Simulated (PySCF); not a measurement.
## Electronic structure of C$_{5}$H$_{8}$F$_{2}$OSi in real space

| atom | x (Å) | y (Å) | z (Å) |
| --- | --- | --- | --- |
| C | -0.4213 | -2.0874 | 0.6789 |
| C | -0.5834 | -1.0816 | -0.1415 |
| C | -1.3366 | 0.1280 | -0.5102 |
| C | -1.3822 | 1.3082 | 0.4307 |
| F | -2.5445 | 1.2755 | 1.1663 |
| C | -0.0361 | -0.2445 | -1.2141 |
| O | 1.1059 | 0.5186 | -1.0429 |
| Si | 2.3320 | 0.5116 | -0.0013 |
| F | 1.8187 | 0.9505 | 1.4628 |
| H | -1.1407 | -2.3029 | 1.4522 |
| H | 0.4289 | -2.7463 | 0.6052 |
| H | -2.2473 | 0.0151 | -1.0889 |
| H | -0.5554 | 1.2938 | 1.1439 |
| H | -1.3908 | 2.2550 | -0.1217 |
| H | -0.1140 | -0.5856 | -2.2433 |
| H | 3.1303 | 1.5938 | -0.5263 |
| H | 2.9294 | -0.7896 | 0.2391 |

Geometry: GFN2-xTB.

All numbers below come from PySCF 2.14.0, PBE0/pcSseg-1, SCF density, gas phase, non-relativistic.

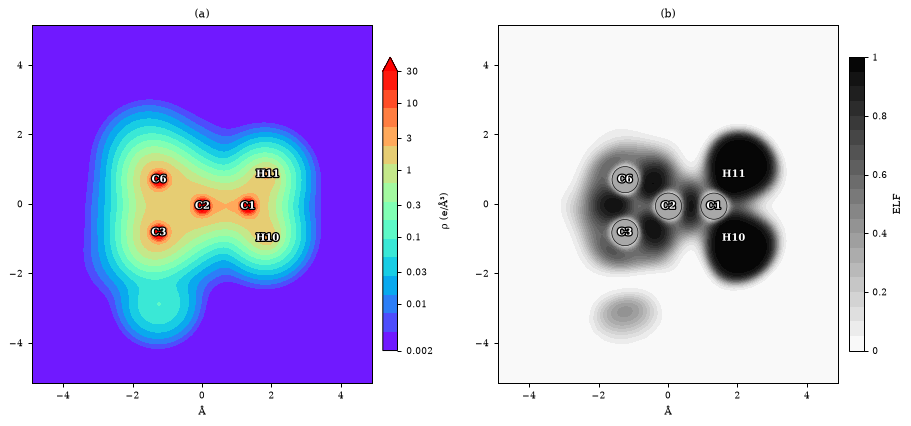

Figure 1. (a) electron density; (b) electron localisation function on the plane of atoms H10, C1 and H11. Grey discs cover the atomic cores in the ELF map.

> What do the fields say about this system?

- The plane passes through C and H nuclei.
- C–C (1.31 Å): ρ at the midpoint is about 2.3 e/Å³; the ELF peaks at about 0.90 between the atoms; a multiple bond.
- C–H (1.08 Å): ρ at the midpoint is about 2 e/Å³; the ELF climbs to about 1 towards the hydrogen, as it does in any bond to H (an ordinary covalent bond to hydrogen).
- C–C (1.47 Å): ρ at the midpoint is about 1.7 e/Å³; the ELF peaks at about 0.90 between the atoms (a covalent bond).

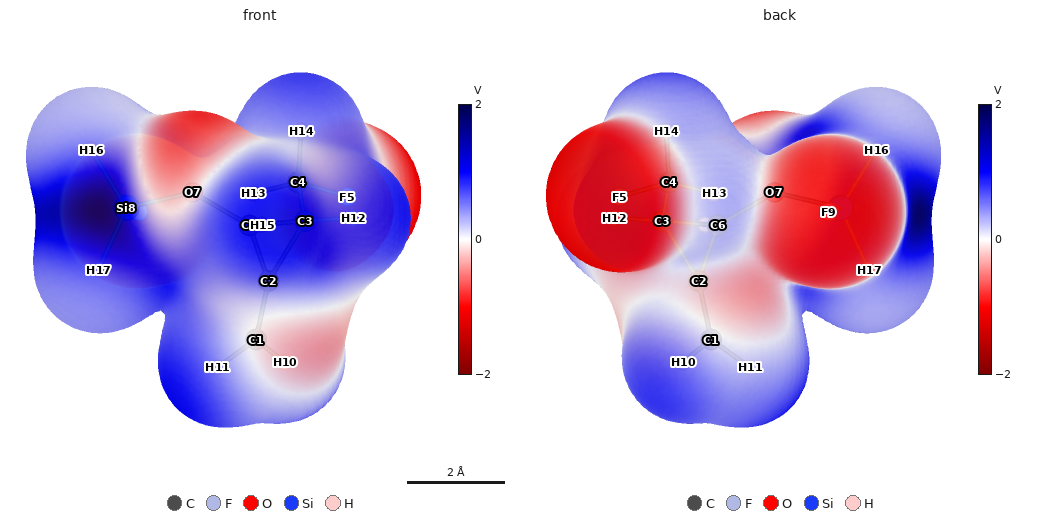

Figure 2. The molecular electrostatic potential painted on the density surface at 0.002 e/bohr³, seen from the front and from behind; red is negative and blue positive.

> Which sites attract a positive test charge, and which a negative one?

A positive charge is drawn to the negative regions and a negative charge to the positive ones. The most negative region (about −1.2 V) lies over F5, the most positive (about +1.8 V) over Si8.

> What dipole moment does the calculation give?

Its dipole moment is 2.72 D.
